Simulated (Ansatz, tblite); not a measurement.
# (ClInS)4 cubane (In4S4Cl4): charged states by level of theory

What does removing or adding an electron cost or gain for (ClInS)4 cubane (In4S4Cl4)? Each charged state is run at several levels.

Computed with Ansatz 0.2.0, Gaussian basis. Level: as each input shows.

The runs, in order: charge +1 doublet, at the geometry of the singlet (PBE0-D4/def2-TZVP, PBE-D4/def2-TZVP, revPBE-D4/def2-TZVP); charge -1 doublet, at the geometry of the singlet (PBE0-D4/def2-TZVP, PBE-D4/def2-TZVP, revPBE-D4/def2-TZVP); the starting singlet's energies come from earlier runs.

1 further run of the same task is left out (it didn't finish). Runs told in other sessions of the task aren't counted.

## (1) The structure

The geometry is that of the singlet, from an earlier relaxation (r2SCAN-D4/def2-SVP).

12 atoms, charge 0, spin multiplicity 1.

Atoms are counted from 1 here; the program's logs count them from 0.

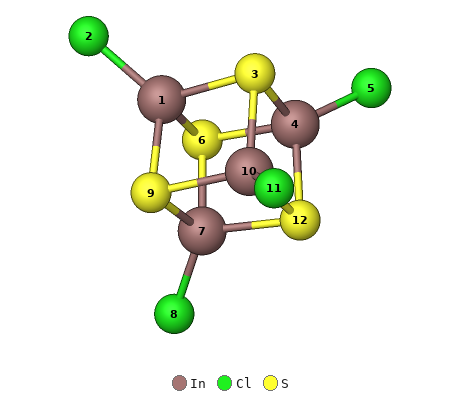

The geometry (indium brown, chlorine green, sulfur yellow); atoms are numbered from 1 in the order of the file.

In takes a core potential in the def2 sets. No spin-orbit coupling is included.

## (2) Charge +1 doublet at the fixed geometry, PBE0-D4/def2-TZVP

Contents of in.yaml:

```yaml
crystal:
  periodic: [false, false, false]
  atoms:
    - {symbol: In, position_ang: [0.562202, 1.865529, -0.759540]}
    - {symbol: Cl, position_ang: [1.189603, 3.944905, -1.610449]}
    - {symbol: S, position_ang: [1.907258, 0.751049, 1.114792]}
    - {symbol: In, position_ang: [1.557095, -1.366592, -0.284926]}
    - {symbol: Cl, position_ang: [3.295913, -2.889609, -0.598630]}
    - {symbol: S, position_ang: [0.457253, -0.194399, -2.280177]}
    - {symbol: In, position_ang: [-1.709704, -0.672519, -0.999030]}
    - {symbol: Cl, position_ang: [-3.617800, -1.420178, -2.113293]}
    - {symbol: S, position_ang: [-1.737114, 1.525168, 0.318279]}
    - {symbol: In, position_ang: [-0.409792, 0.173342, 2.043447]}
    - {symbol: Cl, position_ang: [-0.867385, 0.365242, 4.322765]}
    - {symbol: S, position_ang: [-0.627529, -2.081937, 0.846761]}
basis:
  gaussian: {orbitals: def2-TZVP, fitting: {mean_field: def2-universal-jkfit}}
total_charge: 1
magnetization: {spin_polarized: true, initial_magnetization: 1}
hamiltonian: {xc: pbe0, dispersion: d4}
scf: {omitted_lower_state_checks: [starts]}
output: {orbitals: {seedname: orbitals}}
```

Launch:

```sh
ansatz run in.yaml --threads 2 --pin off --events-out ev --progress --plain --max-ram 32768MiB --backend cuda --devices 0, --max-vram 18GiB
```

Log:

```text
Functional definition: PBE0
  name "PBE0"
  cite "Adamo & Barone, J. Chem. Phys. 110, 6158 (1999) doi:10.1063/1.478522"
  cite "Perdew, Burke & Ernzerhof, Phys. Rev. Lett. 77, 3865 (1996) doi:10.1103/PhysRevLett.77.3865"
  parent pbe
  parameter a = 0.25
  parameter kappa = 0.804
  parameter beta = 0.06672455060314922
  exchange = (1 - a)*pbe_x(kappa = kappa, mu = beta*pi^2/3) + a*exact_x
  correlation = pbe_c(beta = beta)
these checks for a lower state are left out or cut short: starts
1896 factors; integrals over basis functions are off by at most 4.5e-1 eV
mean field evaluation 1: about -114099.3868 eV, gradient 3.6e1 eV
mean field evaluation 2: about -114097.1842 eV, gradient 4.3e1 eV
mean field evaluation 4: about -114105.2051 eV, gradient 3.9e0 eV
mean field evaluation 8: about -114105.2999 eV, gradient 2.2e-1 eV
mean field evaluation 16: about -114105.3016 eV, gradient 2.9e-2 eV
mean field evaluation 32: about -114105.3057 eV, gradient 1.4e-1 eV
mean field -114105.30582024 eV, -4193.2926455395 hartree, gradient 6.0e-6 eV, S^2 0.759312; 0 other end points of the search recorded, 0 dependent functions left out
reference -114105.30588216 eV, -4193.2926478153 hartree; 108, 107 occupied and 388, 389 virtual orbitals, 1896 factors
Total energy: -114106.27942168 eV, -4193.3284247326 hartree
Checks for a lower state left out: starts
```

Wall time 32 s (1 × H100 (card shared with other runs) with 2 threads of AMD EPYC 7R13, shared host); peak host memory 1.2 GiB.

Report: HOMO -12.43 eV, LUMO -11.27 eV (over both spins); ⟨S²⟩ 0.759 (pure: 0.75).

## (3) Charge +1 doublet at the fixed geometry, PBE-D4/def2-TZVP

start.molden holds the orbitals of an earlier run on this state, given as this run's starting guess.

in.yaml, as its differences from that of step 2:

```diff
@@ -16,6 +16,6 @@
 basis:
-  gaussian: {orbitals: def2-TZVP, fitting: {mean_field: def2-universal-jkfit}}
+  gaussian: {orbitals: def2-TZVP, fitting: {mean_field: def2-universal-jkfit}, initial_orbitals: start.molden}
 total_charge: 1
 magnetization: {spin_polarized: true, initial_magnetization: 1}
-hamiltonian: {xc: pbe0, dispersion: d4}
+hamiltonian: {xc: pbe, dispersion: d4}
 scf: {omitted_lower_state_checks: [starts]}
```

The command is unchanged.

Log:

```text
Functional definition: PBE
  name "PBE"
  cite "Perdew, Burke & Ernzerhof, Phys. Rev. Lett. 77, 3865 (1996) doi:10.1103/PhysRevLett.77.3865"
  parent pbe
  parameter kappa = 0.804
  parameter beta = 0.06672455060314922
  exchange = pbe_x(kappa = kappa, mu = beta*pi^2/3)
  correlation = pbe_c(beta = beta)
these checks for a lower state are left out or cut short: starts
1896 factors; integrals over basis functions are off by at most 4.5e-1 eV
mean field evaluation 1: about -114097.8978 eV, gradient 1.6e1 eV
mean field evaluation 2: about -114098.3529 eV, gradient 7.5e-1 eV
mean field evaluation 4: about -114098.3241 eV, gradient 3.7e0 eV
mean field evaluation 8: about -114098.4519 eV, gradient 1.2e-1 eV
mean field evaluation 16: about -114098.4628 eV, gradient 1.8e-3 eV
mean field -114098.46281626 eV, -4193.0411697816 hartree, gradient 2.5e-6 eV, S^2 0.751920; 0 other end points of the search recorded, 0 dependent functions left out
reference -114098.46290094 eV, -4193.0411728938 hartree; 108, 107 occupied and 388, 389 virtual orbitals, 1896 factors
Total energy: -114099.54749696 eV, -4193.0810310621 hartree
Checks for a lower state left out: starts
```

It took 21 s on 1 × H100 (card shared with other runs) with 2 threads of AMD EPYC 7R13, shared host; peak host memory 1.1 GiB.

Report: HOMO -11.23 eV, LUMO -11.21 eV (over both spins); ⟨S²⟩ 0.752 (pure: 0.75).

## (4) Charge +1 doublet at the fixed geometry, revPBE-D4/def2-TZVP

in.yaml, as its differences from that of step 3:

```diff
@@ -19,3 +19,3 @@
 magnetization: {spin_polarized: true, initial_magnetization: 1}
-hamiltonian: {xc: pbe, dispersion: d4}
+hamiltonian: {xc: {name: revPBE}, dispersion: d4}
 scf: {omitted_lower_state_checks: [starts]}
```

Same command.

Log:

```text
Functional definition: revPBE
  name "revPBE"
  cite "Zhang & Yang, Phys. Rev. Lett. 80, 890 (1998) doi:10.1103/PhysRevLett.80.890"
  cite "Perdew, Burke & Ernzerhof, Phys. Rev. Lett. 77, 3865 (1996) doi:10.1103/PhysRevLett.77.3865"
  parameter kappa = 1.245
  parameter beta = 0.06672455060314922
  exchange = pbe_x(kappa = kappa, mu = beta*pi^2/3)
  correlation = pbe_c(beta = beta)
these checks for a lower state are left out or cut short: starts
1896 factors; integrals over basis functions are off by at most 4.5e-1 eV
mean field evaluation 1: about -114124.3753 eV, gradient 1.4e1 eV
mean field evaluation 2: about -114124.7151 eV, gradient 6.4e-1 eV
mean field evaluation 4: about -114124.6777 eV, gradient 3.7e0 eV
mean field evaluation 8: about -114124.8069 eV, gradient 1.2e-1 eV
mean field evaluation 16: about -114124.8175 eV, gradient 1.6e-3 eV
mean field -114124.81751286 eV, -4194.0096870179 hartree, gradient 2.7e-6 eV, S^2 0.752064; 0 other end points of the search recorded, 0 dependent functions left out
reference -114124.81762060 eV, -4194.0096909772 hartree; 108, 107 occupied and 388, 389 virtual orbitals, 1896 factors
Total energy: -114126.76484290 eV, -4194.0812500770 hartree
Checks for a lower state left out: starts
```

It took 20 s on 1 × H100 (card shared with other runs) with 2 threads of AMD EPYC 7R13, shared host; peak host memory 1.1 GiB.

HOMO -11.16 eV, LUMO -11.15 eV (over both spins); ⟨S²⟩ 0.752 (pure: 0.75).

## (5) Vertical ionisation energy

Charged state less starting state, singlet to doublet; the starting state's energies are those of its earlier runs.

```csv
level,vertical ionisation energy (eV),time
PBE-D4/def2-TZVP,+9.42,26 s
revPBE-D4/def2-TZVP,+9.37,23 s
PBE0-D4/def2-TZVP,+10.00,37 s
```

Times add the two runs; a level without a time comes out of a correlated run.

Beside −ε(HOMO) of the starting state:

```csv
level,−ε(HOMO) (eV),by difference (eV),mismatch (eV)
PBE-D4/def2-TZVP,7.52,9.42,-1.89
revPBE-D4/def2-TZVP,7.46,9.37,-1.91
PBE0-D4/def2-TZVP,8.67,10.00,-1.33
```

## (6) Charge -1 doublet at the fixed geometry, PBE0-D4/def2-TZVP

in.yaml, as its differences from that of step 4:

```diff
@@ -16,6 +16,6 @@
 basis:
-  gaussian: {orbitals: def2-TZVP, fitting: {mean_field: def2-universal-jkfit}, initial_orbitals: start.molden}
-total_charge: 1
+  gaussian: {orbitals: def2-TZVP, fitting: {mean_field: def2-universal-jkfit}}
+total_charge: -1
 magnetization: {spin_polarized: true, initial_magnetization: 1}
-hamiltonian: {xc: {name: revPBE}, dispersion: d4}
+hamiltonian: {xc: pbe0, dispersion: d4}
 scf: {omitted_lower_state_checks: [starts]}
```

Launched as before.

Log:

```text
Functional definition: PBE0
  name "PBE0"
  cite "Adamo & Barone, J. Chem. Phys. 110, 6158 (1999) doi:10.1063/1.478522"
  cite "Perdew, Burke & Ernzerhof, Phys. Rev. Lett. 77, 3865 (1996) doi:10.1103/PhysRevLett.77.3865"
  parent pbe
  parameter a = 0.25
  parameter kappa = 0.804
  parameter beta = 0.06672455060314922
  exchange = (1 - a)*pbe_x(kappa = kappa, mu = beta*pi^2/3) + a*exact_x
  correlation = pbe_c(beta = beta)
these checks for a lower state are left out or cut short: starts
1896 factors; integrals over basis functions are off by at most 4.5e-1 eV
mean field evaluation 1: about -114113.2144 eV, gradient 2.9e1 eV
mean field evaluation 2: about -114111.3602 eV, gradient 3.8e1 eV
mean field evaluation 4: about -114117.2698 eV, gradient 1.8e0 eV
mean field evaluation 8: about -114117.2828 eV, gradient 1.2e-1 eV
mean field evaluation 16: about -114117.2829 eV, gradient 1.1e-4 eV
mean field -114117.28293544 eV, -4193.7327964048 hartree, gradient 1.8e-5 eV, S^2 0.753462; 0 other end points of the search recorded, 0 dependent functions left out
reference -114117.28300885 eV, -4193.7327991026 hartree; 109, 108 occupied and 387, 388 virtual orbitals, 1896 factors
Total energy: -114118.29711663 eV, -4193.7700668763 hartree
Checks for a lower state left out: starts
```

It took 9.5 s on 1 × H100 (card shared with other runs) with 2 threads of AMD EPYC 7R13, shared host; peak host memory 1.1 GiB.

HOMO -0.82 eV, LUMO 0.39 eV (over both spins); ⟨S²⟩ 0.753 (pure: 0.75).

## (7) Charge -1 doublet at the fixed geometry, PBE-D4/def2-TZVP

in.yaml, as its differences from that of step 6:

```diff
@@ -16,6 +16,6 @@
 basis:
-  gaussian: {orbitals: def2-TZVP, fitting: {mean_field: def2-universal-jkfit}}
+  gaussian: {orbitals: def2-TZVP, fitting: {mean_field: def2-universal-jkfit}, initial_orbitals: start.molden}
 total_charge: -1
 magnetization: {spin_polarized: true, initial_magnetization: 1}
-hamiltonian: {xc: pbe0, dispersion: d4}
+hamiltonian: {xc: pbe, dispersion: d4}
 scf: {omitted_lower_state_checks: [starts]}
```

Launched as before.

Log:

```text
Functional definition: PBE
  name "PBE"
  cite "Perdew, Burke & Ernzerhof, Phys. Rev. Lett. 77, 3865 (1996) doi:10.1103/PhysRevLett.77.3865"
  parent pbe
  parameter kappa = 0.804
  parameter beta = 0.06672455060314922
  exchange = pbe_x(kappa = kappa, mu = beta*pi^2/3)
  correlation = pbe_c(beta = beta)
these checks for a lower state are left out or cut short: starts
1896 factors; integrals over basis functions are off by at most 4.5e-1 eV
mean field evaluation 1: about -114109.6749 eV, gradient 1.6e1 eV
mean field evaluation 2: about -114110.0611 eV, gradient 5.6e-1 eV
mean field evaluation 4: about -114110.0643 eV, gradient 4.3e-2 eV
mean field -114110.06434318 eV, -4193.4675180322 hartree, gradient 4.6e-5 eV, S^2 0.750742; 0 other end points of the search recorded, 0 dependent functions left out
reference -114110.06443745 eV, -4193.4675214968 hartree; 109, 108 occupied and 387, 388 virtual orbitals, 1896 factors
Total energy: -114111.19365393 eV, -4193.5090194369 hartree
Checks for a lower state left out: starts
```

Run time: 8 s. Hardware: 1 × H100 (card shared with other runs) with 2 threads of AMD EPYC 7R13, shared host; peak host memory 1.1 GiB.

From the report: HOMO -0.50 eV, LUMO -0.35 eV (over both spins); ⟨S²⟩ 0.751 (pure: 0.75).

## (8) Charge -1 doublet at the fixed geometry, revPBE-D4/def2-TZVP

in.yaml, as its differences from that of step 7:

```diff
@@ -19,3 +19,3 @@
 magnetization: {spin_polarized: true, initial_magnetization: 1}
-hamiltonian: {xc: pbe, dispersion: d4}
+hamiltonian: {xc: {name: revPBE}, dispersion: d4}
 scf: {omitted_lower_state_checks: [starts]}
```

Same command.

Log:

```text
Functional definition: revPBE
  name "revPBE"
  cite "Zhang & Yang, Phys. Rev. Lett. 80, 890 (1998) doi:10.1103/PhysRevLett.80.890"
  cite "Perdew, Burke & Ernzerhof, Phys. Rev. Lett. 77, 3865 (1996) doi:10.1103/PhysRevLett.77.3865"
  parameter kappa = 1.245
  parameter beta = 0.06672455060314922
  exchange = pbe_x(kappa = kappa, mu = beta*pi^2/3)
  correlation = pbe_c(beta = beta)
these checks for a lower state are left out or cut short: starts
1896 factors; integrals over basis functions are off by at most 4.5e-1 eV
mean field evaluation 1: about -114135.9506 eV, gradient 1.4e1 eV
mean field evaluation 2: about -114136.2237 eV, gradient 4.4e-1 eV
mean field evaluation 4: about -114136.2247 eV, gradient 4.4e-2 eV
mean field evaluation 8: about -114136.2247 eV, gradient 1.8e-5 eV
mean field -114136.22466663 eV, -4194.4288921868 hartree, gradient 1.8e-5 eV, S^2 0.750971; 0 other end points of the search recorded, 0 dependent functions left out
reference -114136.22478391 eV, -4194.4288964967 hartree; 109, 108 occupied and 387, 388 virtual orbitals, 1896 factors
Total energy: -114138.25299451 eV, -4194.5034318617 hartree
Checks for a lower state left out: starts
```

Wall time 10 s (1 × H100 (card shared with other runs) with 2 threads of AMD EPYC 7R13, shared host); peak host memory 1.1 GiB.

Report: HOMO -0.37 eV, LUMO -0.20 eV (over both spins); ⟨S²⟩ 0.751 (pure: 0.75).

## (9) Vertical electron affinity

Starting state less charged state (positive: the electron is bound), singlet to doublet; the starting state's energies are those of its earlier runs.

```csv
level,vertical electron affinity (eV),time
PBE-D4/def2-TZVP,+2.23,14 s
revPBE-D4/def2-TZVP,+2.12,13 s
PBE0-D4/def2-TZVP,+2.02,15 s
```

Times add the two runs; a level without a time comes out of a correlated run.

Beside −ε(LUMO) of the starting state:

```csv
level,−ε(LUMO) (eV),by difference (eV),mismatch (eV)
PBE-D4/def2-TZVP,3.93,2.23,+1.70
revPBE-D4/def2-TZVP,3.80,2.12,+1.68
PBE0-D4/def2-TZVP,3.19,2.02,+1.17
```

## (10) What came out

```
                                            quantity                                   value
vertical ionisation energy, functionals in def2-TZVP  9.37 (revPBE-D4) to 10.00 eV (PBE0-D4)
vertical electron affinity, functionals in def2-TZVP      2.02 (PBE0-D4) to 2.23 eV (PBE-D4)
```

What this shows: The vertical ionisation energy spans 9.37 to 10.00 eV over the functionals. −ε(HOMO) misses the level's own difference by -1.33 eV at best (PBE0-D4) and -1.91 eV at worst (revPBE-D4). The vertical electron affinity spans 2.02 to 2.23 eV over the functionals. −ε(LUMO) misses the level's own difference by +1.17 eV at best (PBE0-D4) and +1.70 eV at worst (PBE-D4).
